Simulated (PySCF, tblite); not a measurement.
# C₅H₉B: dynamics, then NMR shifts on frames, part 2 of 2

tblite 0.8.0 and PySCF 2.14.0. Atoms count from 0. Earlier steps stand in the parts before.

### 5 Nuclear shieldings: 625 fs, PBE0/pcSseg-1

What the job is given:

```
{"job": {"kind": "nmr", "xc": "PBE0", "basis": "pcSseg-1", "pop": false}, "charge": 0, "multiplicity": 1}
B     -1.555800    -1.557000     1.250400
C     -1.547600    -0.418500     0.225000
C     -0.486200     0.346800    -0.216800
C     -0.618400     1.521600    -1.138800
C      0.828500     0.175900     0.300300
C      1.918200     0.885300     0.069600
H     -2.409400    -2.385200     1.208600
H     -0.743900    -1.460900     2.146400
H     -2.452700    -0.184600    -0.346500
H     -0.857200     2.383900    -0.556900
H      0.293200     1.720200    -1.652300
H     -1.412300     1.309700    -1.833700
H      0.877500    -0.647000     0.992800
H      2.830000     0.515000     0.489600
H      1.953500     1.815000    -0.457300
```

Method: GIAO PBE0/pcSseg-1 NMR shielding, non-relativistic, gas phase.

Output:

```text
coarse grid: 12096 points
cycle   1  E = -220.3376344479  dE =  5.874e-01  |g| = 3.808e-01  |ddm| = 3.428e+00
cycle   2  E = -220.3354859948  dE =  2.148e-03  |g| = 4.024e-01  |ddm| = 7.528e-01
cycle   3  E = -220.3770746034  dE = -4.159e-02  |g| = 1.000e-01  |ddm| = 4.241e-01
cycle   4  E = -220.3796116732  dE = -2.537e-03  |g| = 2.989e-02  |ddm| = 1.124e-01
cycle   5  E = -220.3798663259  dE = -2.547e-04  |g| = 5.006e-03  |ddm| = 3.863e-02
cycle   6  E = -220.3798752149  dE = -8.889e-06  |g| = 1.017e-03  |ddm| = 7.367e-03
final grid: 115600 points
cycle   7  E = -220.4151961614  dE = -3.428e-05  |g| = 7.729e-03  |ddm| = 3.270e-02
cycle   8  E = -220.4151900708  dE =  6.091e-06  |g| = 9.020e-03  |ddm| = 1.667e-02
cycle   9  E = -220.4152117803  dE = -2.171e-05  |g| = 1.945e-03  |ddm| = 1.005e-02
cycle  10  E = -220.4152127895  dE = -1.009e-06  |g| = 2.264e-04  |ddm| = 1.815e-03
cycle  11  E = -220.4152127998  dE = -1.031e-08  |g| = 1.080e-04  |ddm| = 2.688e-04
cycle  12  E = -220.4152128026  dE = -2.748e-09  |g| = 4.005e-05  |ddm| = 1.247e-04
cycle  13  E = -220.4152128030  dE = -4.511e-10  |g| = 1.008e-05  |ddm| = 5.029e-05
converged SCF energy = -220.4152128030

GIAO shielding tensors (ppm)
atom      isotropic    diamagn.    paramagn.     s11        s22        s33       span
  0 B       32.793     194.806    -162.013    -25.464     -9.781    133.623    159.087
  1 C       37.951     253.710    -215.759    -73.319     32.409    154.761    228.080
  2 C       13.258     260.614    -247.356    -94.555    -26.149    160.476    255.031
  3 C      167.006     248.478     -81.472    152.840    160.249    187.929     35.089
  4 C       41.852     257.798    -215.946    -68.747     35.935    158.367    227.114
  5 C       64.131     255.551    -191.420    -36.470     57.327    171.536    208.006
  6 H       24.395      29.233      -4.838     19.106     26.679     27.401      8.295
  7 H       23.845      30.527      -6.682     17.566     25.797     28.172     10.606
  8 H       24.558      31.725      -7.167     20.340     23.725     29.607      9.267
  9 H       30.128      29.954       0.174     27.015     27.608     35.762      8.747
 10 H       29.659      32.043      -2.385     25.080     30.048     33.848      8.768
 11 H       30.093      30.028       0.065     25.919     29.008     35.352      9.433
 12 H       24.049      35.481     -11.432     21.011     23.013     28.125      7.114
 13 H       26.202      30.080      -3.878     24.599     24.818     29.189      4.590
 14 H       25.977      32.555      -6.578     23.390     25.035     29.507      6.118
```

Run time: 11 s. Hardware: 1 thread of Arm Neoverse V2, shared host; peak memory 0.73 GiB.

This run: δ C2 173.7, C1 149.0, C4 145.1, C5 122.8, H7 7.87, H12 7.67 ppm.

### 6 Shielding tensors: 800 fs, PBE0/pcSseg-1

What the job is given:

```
{"job": {"kind": "nmr", "xc": "PBE0", "basis": "pcSseg-1", "pop": false}, "charge": 0, "multiplicity": 1}
B     -1.002900    -1.676400     1.629500
C     -1.366100    -0.554000     0.688100
C     -0.542400     0.308400     0.092300
C     -1.174000     1.271700    -0.868600
C      0.901500     0.293900     0.291500
C      1.871500     0.556700    -0.595700
H     -1.879000    -2.438500     1.963600
H      0.025500    -1.683200     2.184300
H     -2.425700    -0.496600     0.498800
H     -0.712000     2.273300    -0.722800
H     -1.045700     0.997500    -1.899500
H     -2.238900     1.410200    -0.713600
H      1.257800    -0.053600     1.268100
H      2.925900     0.400000    -0.335900
H      1.663400     0.703200    -1.699500
```

With the program's defaults for keys left out, this is: GIAO PBE0/pcSseg-1 NMR shielding, non-relativistic, gas phase.

Output:

```text
coarse grid: 12096 points
cycle   1  E = -220.3336338667  dE =  5.243e-01  |g| = 3.989e-01  |ddm| = 3.374e+00
cycle   2  E = -220.3213754041  dE =  1.226e-02  |g| = 4.619e-01  |ddm| = 8.241e-01
cycle   3  E = -220.3777205958  dE = -5.635e-02  |g| = 1.023e-01  |ddm| = 4.952e-01
cycle   4  E = -220.3803817769  dE = -2.661e-03  |g| = 2.662e-02  |ddm| = 1.111e-01
cycle   5  E = -220.3805732265  dE = -1.914e-04  |g| = 5.700e-03  |ddm| = 3.433e-02
cycle   6  E = -220.3805832190  dE = -9.993e-06  |g| = 1.706e-03  |ddm| = 7.956e-03
final grid: 115600 points
cycle   7  E = -220.4161924477  dE = -3.246e-05  |g| = 7.750e-03  |ddm| = 3.770e-02
cycle   8  E = -220.4161831657  dE =  9.282e-06  |g| = 9.671e-03  |ddm| = 1.777e-02
cycle   9  E = -220.4162084182  dE = -2.525e-05  |g| = 1.937e-03  |ddm| = 1.071e-02
cycle  10  E = -220.4162093919  dE = -9.737e-07  |g| = 2.274e-04  |ddm| = 1.649e-03
cycle  11  E = -220.4162094031  dE = -1.116e-08  |g| = 8.768e-05  |ddm| = 2.699e-04
cycle  12  E = -220.4162094051  dE = -1.981e-09  |g| = 1.934e-05  |ddm| = 1.001e-04
cycle  13  E = -220.4162094051  dE = -8.492e-11  |g| = 5.814e-06  |ddm| = 2.066e-05
converged SCF energy = -220.4162094051

GIAO shielding tensors (ppm)
atom      isotropic    diamagn.    paramagn.     s11        s22        s33       span
  0 B       33.762     193.490    -159.727    -21.331    -10.462    133.080    154.412
  1 C       40.681     252.897    -212.216    -77.414     43.191    156.266    233.680
  2 C       17.561     256.974    -239.413    -92.840     -9.354    154.878    247.717
  3 C      158.293     246.920     -88.627    133.589    155.054    186.237     52.648
  4 C       38.083     255.633    -217.550    -80.410     40.023    154.637    235.047
  5 C       53.297     256.650    -203.353    -57.447     55.179    162.161    219.608
  6 H       24.715      29.149      -4.433     20.216     26.704     27.226      7.009
  7 H       24.555      31.075      -6.520     17.893     26.882     28.889     10.996
  8 H       24.253      32.749      -8.496     19.873     23.600     29.286      9.413
  9 H       29.183      28.761       0.422     25.296     28.441     33.813      8.517
 10 H       29.360      29.980      -0.620     25.853     28.033     34.195      8.342
 11 H       29.682      29.972      -0.290     26.059     28.573     34.413      8.354
 12 H       23.519      32.389      -8.870     21.090     22.305     27.163      6.074
 13 H       25.369      29.303      -3.934     22.970     25.127     28.010      5.040
 14 H       25.109      30.638      -5.529     22.577     24.005     28.745      6.168
```

Wall time 11 s (1 thread of Arm Neoverse V2, shared host); peak memory 0.73 GiB.

This run: δ C2 169.4, C4 148.8, C1 146.2, C5 133.6, H12 8.20, H8 7.46 ppm.

### 7 Shielding tensors: 1000 fs, PBE0/pcSseg-1

What the job is given:

```
{"job": {"kind": "nmr", "xc": "PBE0", "basis": "pcSseg-1", "pop": false}, "charge": 0, "multiplicity": 1}
B     -0.613600    -1.294400     2.032000
C     -1.071200    -0.363400     0.875300
C     -0.284500     0.385500     0.067500
C     -0.917500     1.226100    -1.018000
C      1.194300     0.245900     0.187400
C      2.033100     0.303000    -0.867300
H     -1.218700    -2.286700     2.184600
H      0.182400    -1.063700     2.919900
H     -2.135500    -0.359700     0.704600
H     -1.973200     1.378500    -0.777400
H     -0.378400     2.170500    -1.121700
H     -0.805100     0.791200    -2.018500
H      1.601100     0.161400     1.185600
H      3.055700     0.349900    -0.743200
H      1.775100     0.476100    -1.884600
```

With the program's defaults for keys left out, this is: GIAO PBE0/pcSseg-1 NMR shielding, non-relativistic, gas phase.

Output:

```text
coarse grid: 12096 points
cycle   1  E = -220.3355524449  dE =  4.536e-01  |g| = 3.739e-01  |ddm| = 3.356e+00
cycle   2  E = -220.3348221478  dE =  7.303e-04  |g| = 3.959e-01  |ddm| = 6.722e-01
cycle   3  E = -220.3740197800  dE = -3.920e-02  |g| = 8.210e-02  |ddm| = 3.553e-01
cycle   4  E = -220.3755454657  dE = -1.526e-03  |g| = 3.060e-02  |ddm| = 9.402e-02
cycle   5  E = -220.3757959652  dE = -2.505e-04  |g| = 5.546e-03  |ddm| = 3.472e-02
cycle   6  E = -220.3758052344  dE = -9.269e-06  |g| = 1.673e-03  |ddm| = 7.553e-03
final grid: 115600 points
cycle   7  E = -220.4116783620  dE = -3.569e-05  |g| = 7.783e-03  |ddm| = 3.198e-02
cycle   8  E = -220.4116716549  dE =  6.707e-06  |g| = 9.204e-03  |ddm| = 1.717e-02
cycle   9  E = -220.4116947681  dE = -2.311e-05  |g| = 1.719e-03  |ddm| = 1.011e-02
cycle  10  E = -220.4116955253  dE = -7.572e-07  |g| = 2.695e-04  |ddm| = 1.483e-03
cycle  11  E = -220.4116955416  dE = -1.633e-08  |g| = 9.613e-05  |ddm| = 2.919e-04
cycle  12  E = -220.4116955440  dE = -2.369e-09  |g| = 1.905e-05  |ddm| = 1.043e-04
cycle  13  E = -220.4116955441  dE = -8.907e-11  |g| = 6.837e-06  |ddm| = 2.514e-05
converged SCF energy = -220.4116955441

GIAO shielding tensors (ppm)
atom      isotropic    diamagn.    paramagn.     s11        s22        s33       span
  0 B       25.486     191.175    -165.689    -33.988    -21.365    131.809    165.797
  1 C       33.008     255.334    -222.327    -78.539     39.735    137.827    216.366
  2 C       17.278     258.188    -240.910    -94.909     -3.806    150.547    245.457
  3 C      158.223     247.754     -89.530    136.863    151.858    185.948     49.084
  4 C       35.391     255.072    -219.681    -84.649     42.582    148.239    232.888
  5 C       63.617     253.306    -189.689    -48.497     61.385    177.963    226.460
  6 H       24.567      29.332      -4.765     18.905     26.762     28.035      9.131
  7 H       23.526      29.167      -5.641     17.145     25.631     27.802     10.657
  8 H       24.385      32.912      -8.527     19.620     25.078     28.458      8.838
  9 H       29.280      29.791      -0.511     25.592     28.446     33.802      8.211
 10 H       29.610      29.605       0.005     26.276     28.412     34.140      7.863
 11 H       28.820      30.032      -1.212     25.673     27.228     33.558      7.885
 12 H       24.100      32.270      -8.169     21.664     23.435     27.202      5.537
 13 H       27.009      30.758      -3.750     24.198     26.798     30.030      5.832
 14 H       26.358      32.821      -6.464     22.969     26.026     30.078      7.109
```

It took 11 s on 1 thread of Arm Neoverse V2, shared host; peak memory 0.73 GiB.

In short: δ C2 169.6, C1 153.9, C4 151.5, C5 123.3, H7 8.19, H12 7.62 ppm.

### 8 Comparing the runs: NMR shifts

Shifts (ppm) of some atoms, chosen among heavy atoms and hydrogens apart, with basis size and wall time:

```csv
frame,C1,C4,C5,C3,H13,H9,B0,functions,time
250 fs,155.1,149.1,136.2,28.5,5.99,1.26,68.3,147,11 s
425 fs,145.7,147.1,122.6,25.6,5.84,2.72,70.4,147,11 s
625 fs,149.0,145.1,122.8,19.9,5.51,1.59,67.3,147,11 s
800 fs,146.2,148.8,133.6,28.6,6.35,2.53,66.3,147,11 s
1000 fs,153.9,151.5,123.3,28.7,4.71,2.44,74.6,147,11 s
```

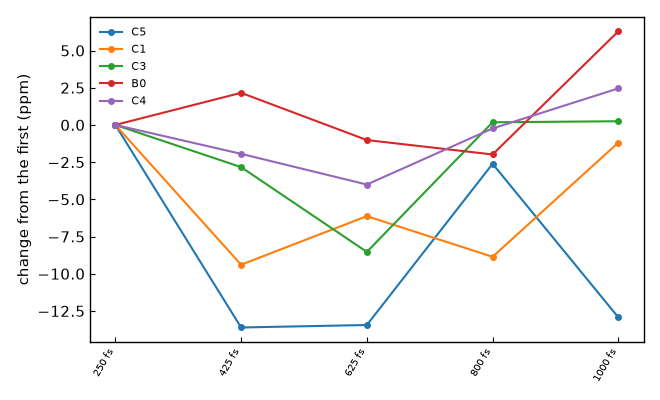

How five of the tabulated atoms move from run to run.

### 9 Summary of results

The summary covers parts 1 to 2.

| quantity | value |
| --- | --- |
| thermostat | 200 K |
| mean temperature, second half | 204 K |
| mean potential energy above the minimum | 0.35 eV |
| 13C shifts against TMS (PBE0/pcSseg-1, 250 fs) | 173.1, 155.1, 149.1, 136.2, 28.5 ppm |
| 1H shifts against TMS (PBE0/pcSseg-1, 250 fs) | 7.63, 7.62, 7.53, 6.94, 5.99, 5.94, 2.90, 2.88, 1.26 ppm |
| 11B shifts against BF3·OEt2 (PBE0/pcSseg-1, 250 fs) | 68.3 ppm |
| range of the shift of C5 | 122.6 to 136.2 ppm |

**Reading.** In the second half the potential energy averages 0.35 eV above the minimum; equipartition over 39 harmonic modes at 200 K would give 0.34 eV. With 15 atoms the temperature swings widely (100 to 290 K). Shifts at one fixed geometry are not the observed spectrum, which averages over the motion. In ppm, C5 moves most: its shift spreads over 13.6 ppm, from 122.6 (425 fs) to 136.2 (250 fs).
